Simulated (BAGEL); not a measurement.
# CH5FOSi (SMILES CO[SiH2]F), step by step

We compute a single-point energy (HF/def2-SV(P)), then the energy (NEVPT2(2,2)/def2-SV(P)) of CH5FOSi. 

The calculation is run with BAGEL 1.2.2.

1 further run of the same task is left out (set aside as unsound or not needed).

### 1 The molecule

The species is CH5FOSi (9 atoms), meant as a singlet with charge 0. SMILES: `CO[SiH2]F`. One bond was lengthened or shortened from a relaxed shape.

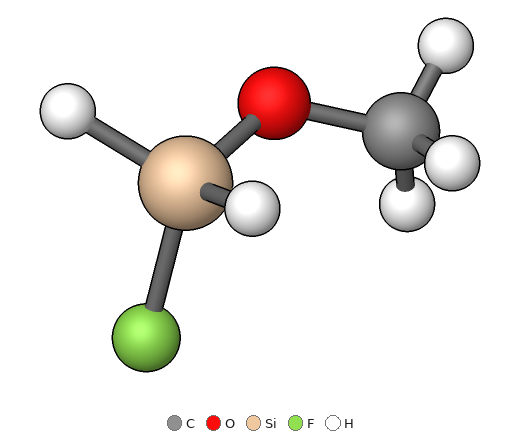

The structure, seen from a chosen angle (carbon grey, oxygen red, silicon light orange, fluorine green, hydrogen white).

### 2 The energy at HF/def2-SV(P) (density fitting with svp-jkfit) (run 1)

Input file input.json:

```json
{ "bagel" : [

{
  "title" : "molecule",
  "basis" : "def2-sv_p_.json",
  "df_basis" : "svp-jkfit",
  "angstrom" : true,
  "geometry" : [
    { "atom" : "C", "xyz" : [   -0.435191,    1.261344,   -0.542875 ] },
    { "atom" : "O", "xyz" : [   -0.898591,    0.046444,    0.007525 ] },
    { "atom" : "Si", "xyz" : [    0.013909,   -1.017056,    0.825425 ] },
    { "atom" : "F", "xyz" : [    1.202000,   -1.865200,   -0.290100 ] },
    { "atom" : "H", "xyz" : [    0.034609,    1.089644,   -1.515275 ] },
    { "atom" : "H", "xyz" : [   -1.290891,    1.924244,   -0.677475 ] },
    { "atom" : "H", "xyz" : [    0.288409,    1.754144,    0.116525 ] },
    { "atom" : "H", "xyz" : [   -0.903191,   -2.031056,    1.377425 ] },
    { "atom" : "H", "xyz" : [    0.837409,   -0.323556,    1.845825 ] }
  ]
},
{
  "title" : "hf"
},
{
  "title" : "print",
  "file" : "orbitals.molden",
  "orbitals" : true
}

]}
```

The basis set def2-SV(P) is read from a file made from the Basis Set Exchange's data (not shown).

On the command line:

```sh
$ BAGEL_NUM_THREADS=1 BAGEL input.json > input.out
```

The log of the run:

```text
* using 1 threads per process

  ===============================================================
  ===============================================================

  *** Geometry ***

  { "atom" : "C", "xyz" : [     -0.822392,      2.383595,     -1.025885 ] },
  { "atom" : "O", "xyz" : [     -1.698091,      0.087766,      0.014220 ] },
  { "atom" : "Si", "xyz" : [      0.026284,     -1.921957,      1.559827 ] },
  { "atom" : "F", "xyz" : [      2.271451,     -3.524717,     -0.548210 ] },
  { "atom" : "H", "xyz" : [      0.065402,      2.059129,     -2.863455 ] },
  { "atom" : "H", "xyz" : [     -2.439430,      3.636294,     -1.280242 ] },
  { "atom" : "H", "xyz" : [      0.545014,      3.314852,      0.220200 ] },
  { "atom" : "H", "xyz" : [     -1.706784,     -3.838140,      2.602956 ] },
  { "atom" : "H", "xyz" : [      1.582474,     -0.611432,      3.488104 ] },

  Number of auxiliary basis functions:      447

  Since a DF basis is specified, we compute 2- and 3-index integrals:
    o Being stored without compression. Storage requirement is 0.018 GB

  Number of basis functions:       70
  Number of electrons      :       42

    * METHOD: MOLECULE                             0.38

  *** RHF ***

  === Nuclear Repulsion ===
   175.0339761118

      * DIIS with orbital gradients will be used.

  === RHF iteration (def2-sv_p_.json) ===
      0       -503.56327549          0.02353592           0.08
      1       -503.71349129          0.01586146           0.08
      2       -503.80464466          0.00149492           0.07
      3       -503.80593390          0.00031350           0.07
      4       -503.80598317          0.00009303           0.08
      5       -503.80598905          0.00003056           0.08
      6       -503.80598979          0.00001611           0.08
      7       -503.80598997          0.00000276           0.08
      8       -503.80598997          0.00000057           0.07
      9       -503.80598997          0.00000022           0.08
     10       -503.80598997          0.00000006           0.07
     11       -503.80598997          0.00000002           0.08
     12       -503.80598997          0.00000000           0.08
    * SCF iteration converged.

    * Permanent dipole moment:
           (    0.317809,    -0.956329,    -0.483750) a.u.

    * METHOD: HF                                   1.26

    * METHOD: PRINT                                0.02

  ===============================================================
```

It took 1.9 s on 1 thread of Intel Xeon Platinum 8259CL at 2.50GHz (Skylake/Cascade Lake), shared host; peak memory 0.15 GiB.

### 3 A single-point energy at NEVPT2(2,2)/def2-SV(P) (density fitting with svp-jkfit) (run 2)

Input file nevpt2.json:

```json
{ "bagel": [

{
  "title": "molecule",
  "basis": "def2-sv_p_.json",
  "df_basis": "svp-jkfit",
  "angstrom": "true",
  "geometry": [
    { "atom": "C", "xyz": [      -0.435191,       1.261344,      -0.542875 ] },
    { "atom": "O", "xyz": [      -0.898591,       0.046444,       0.007525 ] },
    { "atom": "Si", "xyz": [       0.013909,      -1.017056,       0.825425 ] },
    { "atom": "F", "xyz": [       1.202000,      -1.865200,      -0.290100 ] },
    { "atom": "H", "xyz": [       0.034609,       1.089644,      -1.515275 ] },
    { "atom": "H", "xyz": [      -1.290891,       1.924244,      -0.677475 ] },
    { "atom": "H", "xyz": [       0.288409,       1.754144,       0.116525 ] },
    { "atom": "H", "xyz": [      -0.903191,      -2.031056,       1.377425 ] },
    { "atom": "H", "xyz": [       0.837409,      -0.323556,       1.845825 ] }
  ]
},

{
  "title": "hf"
},

{
  "title": "nevpt2",
  "nstate": 1,
  "nact": 2,
  "nclosed": 20,
  "active": [9, 22],
  "maxiter": 200,
  "natocc": "true",
  "ncore": 8
},

{
  "title": "print",
  "file": "orbitals.molden",
  "orbitals": "true"
}

]}
```

The basis set def2-SV(P) is read from a file made from the Basis Set Exchange's data (not shown).

On the command line:

```sh
$ BAGEL_NUM_THREADS=1 BAGEL nevpt2.json > nevpt2.out
```

The log of the run:

```text
* using 1 threads per process

  ===============================================================
  ===============================================================

  *** Geometry ***

  { "atom" : "C", "xyz" : [     -0.822392,      2.383595,     -1.025885 ] },
  { "atom" : "O", "xyz" : [     -1.698091,      0.087766,      0.014220 ] },
  { "atom" : "Si", "xyz" : [      0.026284,     -1.921957,      1.559827 ] },
[... 5 lines of this table left out ...]
  { "atom" : "H", "xyz" : [      1.582474,     -0.611432,      3.488104 ] },

  Number of auxiliary basis functions:      447

  Since a DF basis is specified, we compute 2- and 3-index integrals:
    o Being stored without compression. Storage requirement is 0.018 GB

  Number of basis functions:       70
  Number of electrons      :       42

    * METHOD: MOLECULE                             0.36

  *** RHF ***

[... 11 lines left out ...]
    * SCF iteration converged.
[... 1 line left out ...]
    * Permanent dipole moment:
[... 22 lines left out ...]
      0  0      -503.80605876     2.75e-05      0.03

      1  0      -503.80797290     4.41e-04      0.34
[... 35 lines of this table left out ...]
     19  0      -503.82713665     6.55e-09      0.38

    * Second-order optimization converged. *

     guess   0:   closed 1.                   open ..

  === FCI iteration ===

      0  0      -503.80543261     1.04e-01      0.00
      1  0      -503.82699718     6.37e-03      0.00
      2  0 *    -503.82713665     7.99e-16      0.00

     * ci vector, state   0, <S^2> = 0.0000
       2.     0.9945710347
       .2    -0.1040598715

  === DF-NEVPT2 calculation ===

    * 3-index integral transformation done
    * assembly done

      NEVPT2 correlation energy:   -0.5530524811      0.23

          (+0)     -0.4546011752
          (+0)'    -0.0503074303
          (+1)     -0.0096720910
          (+1)'    -0.0000000000
          (+2)     -0.0005320743
          (-1)     -0.0331234209
          (-1)'     0.0000000000
          (-2)     -0.0048162894

      NEVPT2 total energy:       -504.3801891268

    * METHOD: NEVPT2                              10.19

    * METHOD: PRINT                                0.02

  ===============================================================
```

Wall time 12 s (1 thread of Intel Xeon Platinum 8259CL at 2.50GHz (Skylake/Cascade Lake), shared host); peak memory 0.15 GiB.

### 4 Summary of results

```
                                   quantity          value
         run 1, HF/def2-SV(P): total energy  -503.80599 Eh
        run 1, HF/def2-SV(P): dipole moment         2.84 D
          run 1, HF/def2-SV(P): HOMO energy      -13.04 eV
          run 1, HF/def2-SV(P): LUMO energy        4.41 eV
        run 1, HF/def2-SV(P): HOMO–LUMO gap       17.44 eV
run 2, NEVPT2(2,2)/def2-SV(P): total energy  -504.38019 Eh
```
